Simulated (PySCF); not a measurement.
Vertical excitations of a molecule C₄H₆S from TDA-PBE/def2-SVPD (PySCF), as energy in eV (oscillator strength): 4.44 (0.004), 4.92 (0.066), 5.01 (0.060), 5.65 (0.023), 5.74 (0.031), 5.84 (0.005), 6.06 (0.007), 6.40 (0.002), 6.58 (0.019), 6.96 (0.003). Lowest triplet (TDA): 3.37 eV. Geometry optimised at PBE-D3(BJ)/def2-SVP. One conformer was computed; it need not be the lowest.

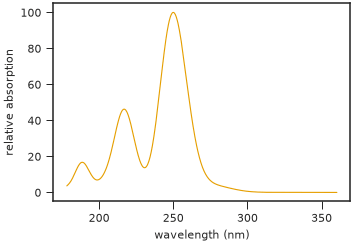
Figure. The lines broadened by 0.4 eV.

Pick the molecule that these values belong to.
A) C1=CSCC1
B) CC#CCS
C) C=C=CSC
D) C#CCCS

A, C1=CSCC1
